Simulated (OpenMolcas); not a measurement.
# Single-point calculation, with input and output: TiHCl3O (part 2 of 2)

Continued. System: TiHCl3O. Method: HF/ANO-R0, RHF, sfX2C (OpenMolcas 26.06). The geometry comes from this level: PBE0-D4/def2-TZVP.

Geometry of the input (Å):
```
Cl -1.6293  -0.8313  1.3608
Ti -0.0806  -0.3475  -0.0937
Cl 1.7573  -1.3630  0.4881
Cl -0.6934  -0.9787  -2.0880
O  0.1919  1.3758  -0.0874
H  0.4540  2.1446  0.4202
```

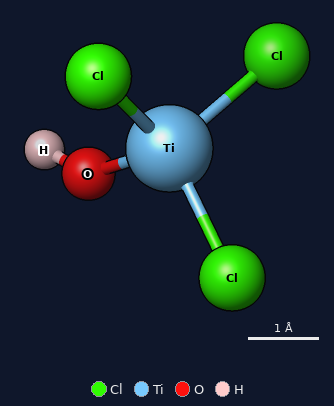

The input geometry (ball-and-stick view, seen at a tilt). Sticks mark near contacts.

## Log, continued
```
++    Natural Bond Order analysis
      ---------------------------
      Based on LoProp computed density
      -------------------------------------------------------------------------------------
      Atom A       Atom B       Bond Order
      -------------------------------------------------------------------------------------
      NBO located      0.982 non-bonded electrons on atom CL1
      NBO located      1.017 non-bonded electrons on atom CL1
      NBO located      0.999 non-bonded electrons on atom CL1
      NBO located      1.000 non-bonded electrons on atom CL1
      NBO located      1.000 non-bonded electrons on atom CL1
      NBO located      1.000 non-bonded electrons on atom CL1
      NBO located      1.000 non-bonded electrons on atom CL1
      NBO located      0.982 non-bonded electrons on atom TI2
      NBO located      0.979 non-bonded electrons on atom TI2
      NBO located      0.979 non-bonded electrons on atom TI2
      NBO located      0.978 non-bonded electrons on atom TI2
      NBO located      0.999 non-bonded electrons on atom TI2
      NBO located      1.000 non-bonded electrons on atom TI2
      NBO located      1.000 non-bonded electrons on atom TI2
      NBO located      1.000 non-bonded electrons on atom TI2
      NBO located      1.000 non-bonded electrons on atom TI2
      NBO located      0.971 non-bonded electrons on atom CL3
      NBO located      1.014 non-bonded electrons on atom CL3
      NBO located      0.999 non-bonded electrons on atom CL3
      NBO located      1.000 non-bonded electrons on atom CL3
      NBO located      1.000 non-bonded electrons on atom CL3
      NBO located      1.000 non-bonded electrons on atom CL3
      NBO located      1.000 non-bonded electrons on atom CL3
      NBO located      0.970 non-bonded electrons on atom CL4
      NBO located      0.998 non-bonded electrons on atom CL4
      NBO located      0.999 non-bonded electrons on atom CL4
      NBO located      1.000 non-bonded electrons on atom CL4
      NBO located      1.000 non-bonded electrons on atom CL4
      NBO located      1.000 non-bonded electrons on atom CL4
      NBO located      1.000 non-bonded electrons on atom CL4
      NBO located      0.999 non-bonded electrons on atom O5
      NBO located      0.913 non-bonded electrons on atom O5
      NBO located      0.959 non-bonded electrons on atom O5
      The remaining    9.114 electrons are to be considered as diffuse
--

++    Molecular properties:
      ---------------------

      Charge (e):
                      =   -0.0000
      Dipole Moment (debye):
      Origin of the operator (angstrom)=   -0.1184   -0.6090   -0.0814
                   X=  8.7095E-01               Y=  4.0689E+00               Z=  8.2363E-01           Total=  4.2418E+00
      Quadrupole Moment (debye*angstrom):
      Origin of the operator (angstrom)=   -0.1184   -0.6090   -0.0814
                  XX= -6.6395E+01              XY=  2.9296E+00              XZ=  5.4072E-01              YY= -5.3054E+01
                  YZ=  2.6539E+00              ZZ= -6.6568E+01
      In traceless form (debye*angstrom)
                  XX= -6.5841E+00              XY=  4.3944E+00              XZ=  8.1109E-01              YY=  1.3427E+01
                  YZ=  3.9809E+00              ZZ= -6.8433E+00
--

--- Stop Module: scf /rc=_RC_ALL_IS_WELL_ ---
--- Module scf spent 1 second ---

--- Start Module: localisation ---

                                           &LOCALISATION

                       available to each process: 1.9 GB of memory, 1 thread

 Header from vector file:

* SCF orbitals

 Pipek-Mezey localisation
 Convergence threshold:   1.0000E-06 (functional)
 Convergence threshold:   1.0000E-02 (gradient)
 Screening threshold  :   1.0000E-10 (orbital rotations)
 Frozen orbitals      :     22
 Orbitals to localise :     19

 CPU  time for localisation procedure:      0.01 seconds

++    Molecular orbitals:
      -------------------

      Title: Final localised MO's

      Molecular orbitals for symmetry species 1: a

      Basis set list:
        1 CL1    1s                 11 TI2    2s                 21 TI2    3d1-               31 CL3    3py                41 CL4    2pz
        2 CL1    2s                 12 TI2    3s                 22 TI2    3d0                32 CL3    2pz                42 CL4    3pz
        3 CL1    3s                 13 TI2    4s                 23 TI2    3d1+               33 CL3    3pz                43 O5     1s
        4 CL1    2px                14 TI2    2px                24 TI2    3d2+               34 CL4    1s                 44 O5     2s
        5 CL1    3px                15 TI2    3px                25 CL3    1s                 35 CL4    2s                 45 O5     2px
        6 CL1    2py                16 TI2    2py                26 CL3    2s                 36 CL4    3s                 46 O5     2py
        7 CL1    3py                17 TI2    3py                27 CL3    3s                 37 CL4    2px                47 O5     2pz
        8 CL1    2pz                18 TI2    2pz                28 CL3    2px                38 CL4    3px                48 H6     1s
        9 CL1    3pz                19 TI2    3pz                29 CL3    3px                39 CL4    2py
       10 TI2    1s                 20 TI2    3d2-               30 CL3    2py                40 CL4    3py

  Index Energy  Occupation Coefficients ...

    1 -184.7100    2.0000         10 TI2    1s     ( 0.996),

    2 -104.9800    2.0000         34 CL4    1s     ( 0.999),

    3 -104.9700    2.0000         25 CL3    1s     ( 0.999),

    4 -104.9700    2.0000          1 CL1    1s     ( 0.999),

    5  -21.9410    2.0000         11 TI2    2s     ( 0.996),

    6  -20.3290    2.0000         43 O5     1s     ( 1.000),

    7  -18.1110    2.0000         16 TI2    2py    ( 0.950),

    8  -18.1110    2.0000         18 TI2    2pz    ( 0.881),

    9  -18.1110    2.0000         14 TI2    2px    ( 0.916),

   10  -10.4470    2.0000         35 CL4    2s     ( 0.999),

   11  -10.4460    2.0000         26 CL3    2s     ( 0.999),

   12  -10.4460    2.0000          2 CL1    2s     ( 0.999),

   13   -7.8447    2.0000         41 CL4    2pz    ( 0.914),

   14   -7.8438    2.0000         28 CL3    2px    ( 0.840),    30 CL3    2py    (-0.474),

   15   -7.8437    2.0000          4 CL1    2px    (-0.712),     8 CL1    2pz    ( 0.664),

   16   -7.8416    2.0000         37 CL4    2px    ( 0.957),

   17   -7.8415    2.0000         39 CL4    2py    ( 0.944),

   18   -7.8408    2.0000         32 CL3    2pz    ( 0.962),

   19   -7.8407    2.0000          4 CL1    2px    ( 0.695),     8 CL1    2pz    ( 0.714),

   20   -7.8406    2.0000         28 CL3    2px    (-0.472),    30 CL3    2py    (-0.879),

   21   -7.8405    2.0000          6 CL1    2py    ( 0.969),

   22   -3.1021    2.0000         12 TI2    3s     ( 0.997),

   23    0.0000    2.0000         17 TI2    3py    ( 1.005),

   24    0.0000    2.0000         15 TI2    3px    ( 0.712),    19 TI2    3pz    ( 0.710),

   25    0.0000    2.0000         15 TI2    3px    (-0.711),    19 TI2    3pz    ( 0.715),

   26    0.0000    2.0000         44 O5     2s     (-0.726),    47 O5     2pz    ( 0.613),

   27    0.0000    2.0000          3 CL1    3s     ( 0.955),

   28    0.0000    2.0000         27 CL3    3s     ( 0.955),

   29    0.0000    2.0000         36 CL4    3s     (-0.956),

   30    0.0000    2.0000         44 O5     2s     ( 0.303),    46 O5     2py    ( 0.490),    47 O5     2pz    ( 0.344),    48 H6     1s     ( 0.488),

   31    0.0000    2.0000         44 O5     2s     ( 0.485),    46 O5     2py    (-0.549),    47 O5     2pz    ( 0.478),

   32    0.0000    2.0000         45 O5     2px    (-0.873),

   33    0.0000    2.0000         29 CL3    3px    (-0.673),    31 CL3    3py    ( 0.413),

   34    0.0000    2.0000         42 CL4    3pz    ( 0.740),

   35    0.0000    2.0000          5 CL1    3px    ( 0.576),     9 CL1    3pz    (-0.541),

   36    0.0000    2.0000         29 CL3    3px    ( 0.460),    31 CL3    3py    ( 0.834),

   37    0.0000    2.0000         33 CL3    3pz    ( 0.906),

   38    0.0000    2.0000          5 CL1    3px    ( 0.676),     9 CL1    3pz    ( 0.655),

   39    0.0000    2.0000         40 CL4    3py    ( 0.906),

   40    0.0000    2.0000          7 CL1    3py    ( 0.917),

   41    0.0000    2.0000         38 CL4    3px    ( 0.914),

   42    0.0559    0.0000         21 TI2    3d1-   ( 0.553),    22 TI2    3d0    (-0.579),    23 TI2    3d1+   (-0.301),    24 TI2    3d2+   ( 0.439),

   43    0.0593    0.0000         23 TI2    3d1+   ( 0.726),

   44    0.0840    0.0000         21 TI2    3d1-   (-0.696),    22 TI2    3d0    (-0.485),    42 CL4    3pz    ( 0.432),

   45    0.0904    0.0000         20 TI2    3d2-   (-0.808),    23 TI2    3d1+   ( 0.417),

   46    0.1240    0.0000         22 TI2    3d0    (-0.417),    24 TI2    3d2+   (-0.735),    44 O5     2s     (-0.502),    48 H6     1s     ( 0.438),

   47    0.1778    0.0000         13 TI2    4s     (-1.064),

   48    0.3397    0.0000         13 TI2    4s     ( 0.949),    46 O5     2py    ( 0.748),    48 H6     1s     (-1.084),

--

--- Stop Module: localisation /rc=_RC_ALL_IS_WELL_ ---

--- Start Module: localisation ---

                                           &LOCALISATION

                       available to each process: 1.9 GB of memory, 1 thread

 Header from vector file:

*Localised orbitals

 Pipek-Mezey localisation
 Convergence threshold:   1.0000E-06 (functional)
 Convergence threshold:   1.0000E-02 (gradient)
 Screening threshold  :   1.0000E-10 (orbital rotations)
 Frozen orbitals      :     41
 Orbitals to localise :      7

 CPU  time for localisation procedure:      0.00 seconds

++    Molecular orbitals:
      -------------------

      Title: Final localised MO's

      Molecular orbitals for symmetry species 1: a

      Basis set list:
        1 CL1    1s                 11 TI2    2s                 21 TI2    3d1-               31 CL3    3py                41 CL4    2pz
        2 CL1    2s                 12 TI2    3s                 22 TI2    3d0                32 CL3    2pz                42 CL4    3pz
        3 CL1    3s                 13 TI2    4s                 23 TI2    3d1+               33 CL3    3pz                43 O5     1s
        4 CL1    2px                14 TI2    2px                24 TI2    3d2+               34 CL4    1s                 44 O5     2s
        5 CL1    3px                15 TI2    3px                25 CL3    1s                 35 CL4    2s                 45 O5     2px
        6 CL1    2py                16 TI2    2py                26 CL3    2s                 36 CL4    3s                 46 O5     2py
        7 CL1    3py                17 TI2    3py                27 CL3    3s                 37 CL4    2px                47 O5     2pz
        8 CL1    2pz                18 TI2    2pz                28 CL3    2px                38 CL4    3px                48 H6     1s
        9 CL1    3pz                19 TI2    3pz                29 CL3    3px                39 CL4    2py
       10 TI2    1s                 20 TI2    3d2-               30 CL3    2py                40 CL4    3py

  Index Energy  Occupation Coefficients ...

    1 -184.7100    2.0000         10 TI2    1s     ( 0.996),

    2 -104.9800    2.0000         34 CL4    1s     ( 0.999),

    3 -104.9700    2.0000         25 CL3    1s     ( 0.999),

    4 -104.9700    2.0000          1 CL1    1s     ( 0.999),

    5  -21.9410    2.0000         11 TI2    2s     ( 0.996),

    6  -20.3290    2.0000         43 O5     1s     ( 1.000),

    7  -18.1110    2.0000         16 TI2    2py    ( 0.950),

    8  -18.1110    2.0000         18 TI2    2pz    ( 0.881),

    9  -18.1110    2.0000         14 TI2    2px    ( 0.916),

   10  -10.4470    2.0000         35 CL4    2s     ( 0.999),

   11  -10.4460    2.0000         26 CL3    2s     ( 0.999),

   12  -10.4460    2.0000          2 CL1    2s     ( 0.999),

   13   -7.8447    2.0000         41 CL4    2pz    ( 0.914),

   14   -7.8438    2.0000         28 CL3    2px    ( 0.840),    30 CL3    2py    (-0.474),

   15   -7.8437    2.0000          4 CL1    2px    (-0.712),     8 CL1    2pz    ( 0.664),

   16   -7.8416    2.0000         37 CL4    2px    ( 0.957),

   17   -7.8415    2.0000         39 CL4    2py    ( 0.944),

   18   -7.8408    2.0000         32 CL3    2pz    ( 0.962),

   19   -7.8407    2.0000          4 CL1    2px    ( 0.695),     8 CL1    2pz    ( 0.714),

   20   -7.8406    2.0000         28 CL3    2px    (-0.472),    30 CL3    2py    (-0.879),

   21   -7.8405    2.0000          6 CL1    2py    ( 0.969),

   22   -3.1021    2.0000         12 TI2    3s     ( 0.997),

   23    0.0000    2.0000         17 TI2    3py    ( 1.005),

   24    0.0000    2.0000         15 TI2    3px    ( 0.712),    19 TI2    3pz    ( 0.710),

   25    0.0000    2.0000         15 TI2    3px    (-0.711),    19 TI2    3pz    ( 0.715),

   26    0.0000    2.0000         44 O5     2s     (-0.726),    47 O5     2pz    ( 0.613),

   27    0.0000    2.0000          3 CL1    3s     ( 0.955),

   28    0.0000    2.0000         27 CL3    3s     ( 0.955),

   29    0.0000    2.0000         36 CL4    3s     (-0.956),

   30    0.0000    2.0000         44 O5     2s     ( 0.303),    46 O5     2py    ( 0.490),    47 O5     2pz    ( 0.344),    48 H6     1s     ( 0.488),

   31    0.0000    2.0000         44 O5     2s     ( 0.485),    46 O5     2py    (-0.549),    47 O5     2pz    ( 0.478),

   32    0.0000    2.0000         45 O5     2px    (-0.873),

   33    0.0000    2.0000         29 CL3    3px    (-0.673),    31 CL3    3py    ( 0.413),

   34    0.0000    2.0000         42 CL4    3pz    ( 0.740),

   35    0.0000    2.0000          5 CL1    3px    ( 0.576),     9 CL1    3pz    (-0.541),

   36    0.0000    2.0000         29 CL3    3px    ( 0.460),    31 CL3    3py    ( 0.834),

   37    0.0000    2.0000         33 CL3    3pz    ( 0.906),

   38    0.0000    2.0000          5 CL1    3px    ( 0.676),     9 CL1    3pz    ( 0.655),

   39    0.0000    2.0000         40 CL4    3py    ( 0.906),

   40    0.0000    2.0000          7 CL1    3py    ( 0.917),

   41    0.0000    2.0000         38 CL4    3px    ( 0.914),

   42    0.0000    0.0000         21 TI2    3d1-   (-0.788),    24 TI2    3d2+   (-0.476),

   43    0.0000    0.0000         20 TI2    3d2-   ( 0.762),

   44    0.0000    0.0000         13 TI2    4s     (-0.667),    21 TI2    3d1-   (-0.342),    22 TI2    3d0    (-0.672),    23 TI2    3d1+   (-0.378),
                                  36 CL4    3s     ( 0.393),    42 CL4    3pz    ( 0.524),

   45    0.0000    0.0000          3 CL1    3s     ( 0.401),     5 CL1    3px    ( 0.397),     9 CL1    3pz    (-0.380),    13 TI2    4s     (-0.727),
                                  23 TI2    3d1+   ( 0.726),

   46    0.0000    0.0000         13 TI2    4s     (-0.643),    22 TI2    3d0    ( 0.478),    24 TI2    3d2+   ( 0.606),    44 O5     2s     ( 0.425),
                                  46 O5     2py    (-0.511),

   47    0.0000    0.0000         13 TI2    4s     (-0.728),    20 TI2    3d2-   ( 0.465),    22 TI2    3d0    ( 0.392),    24 TI2    3d2+   (-0.394),
                                  27 CL3    3s     ( 0.402),    29 CL3    3px    (-0.464),

   48    0.0000    0.0000         44 O5     2s     ( 0.623),    48 H6     1s     (-1.238),

--

--- Stop Module: localisation /rc=_RC_ALL_IS_WELL_ ---

.##################.
.# Happy landing! #.
.##################.

    Timing: Wall=8.06 User=7.32 System=0.73
```

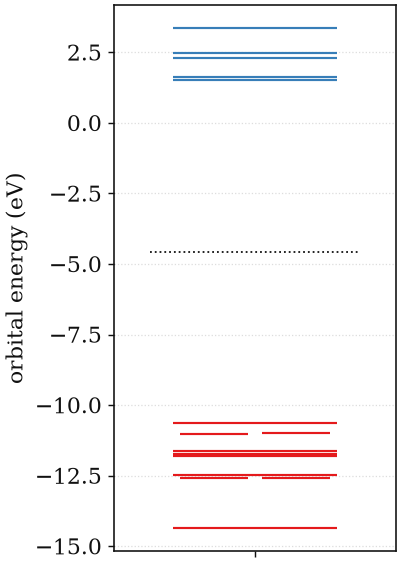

Orbital energies near the frontier; the dotted line parts filled from empty levels, and levels within 0.02 eV of each other stand side by side. Highest filled −10.64 eV, lowest empty 1.52 eV, 12.16 eV apart.

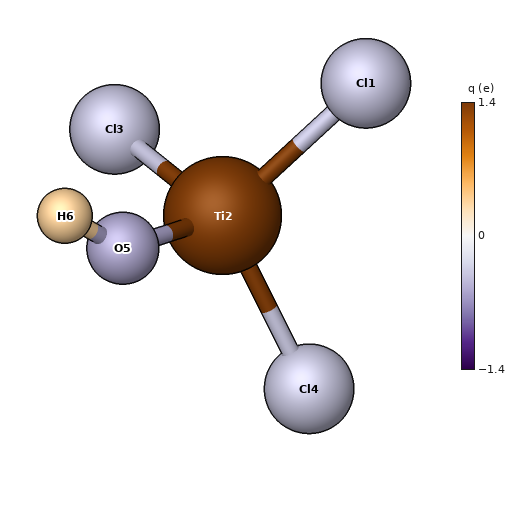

Mulliken charges, as the colour of each atom (ball-and-stick view, seen at a tilt; atoms are numbered from 1 in the order of the input). By element: Cl −0.40 to −0.38, Ti +1.37, O −0.56 and H +0.37 e.

## Results in brief

- outcome: converged
- total energy: −2310.793389 hartree
- basis functions: 48
- HOMO: −10.64 eV
- LUMO: 1.52 eV
- dipole moment: 4.24 debye
- wall time: 8.4 s
- peak memory: 0.39 GiB
